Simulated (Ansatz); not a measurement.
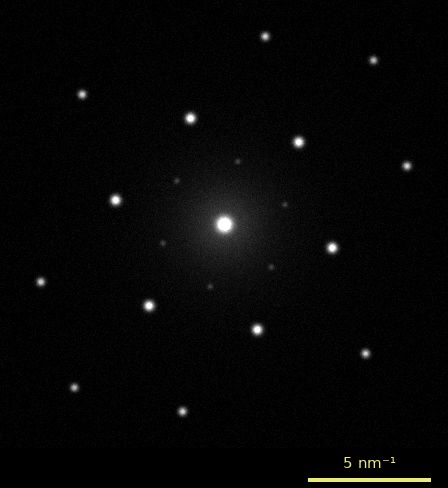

Simulated selected-area electron diffraction pattern (200 kV, kinematic approximation, thin crystal, B = 0.8 Å² for all atoms).

Phase: SnRu₂, space group P6/mmm (No. 191), a = 4.38 Å, c = 2.99 Å (hexagonal axes). Structure: coordinates from a relaxation with Ansatz, DFT PBE, scalar-relativistic, plane waves, PAW; the starting structure was generated, so it need not be a known form of this composition.

```csv
atom,site,symmetry,x,y,z
Sn,1a,6/mmm,0.0000,0.0000,0.0000
Ru,2d,-6m2,0.3333,0.6667,0.5000
```

### Determine the zone axis from the geometry of the pattern.

The spots form a hexagonal net with both shortest vectors at d = 3.79 Å, 60.0° apart. They index as 1 -1 0 (weak) and 1 0 0 (weak), so the zone axis is [001].

### List the strongest reflections.

Strongest reflections with d > 1.16 Å, one of each family (|F|² from tabulated Gaussian fits of the electron scattering factors, times a small damping for the curvature of the Ewald sphere):

```csv
hkl,d (Å),I (strongest = 100)
2 -1 0,2.188,100
3 0 0,1.263,28
1 0 0,3.790,0
```
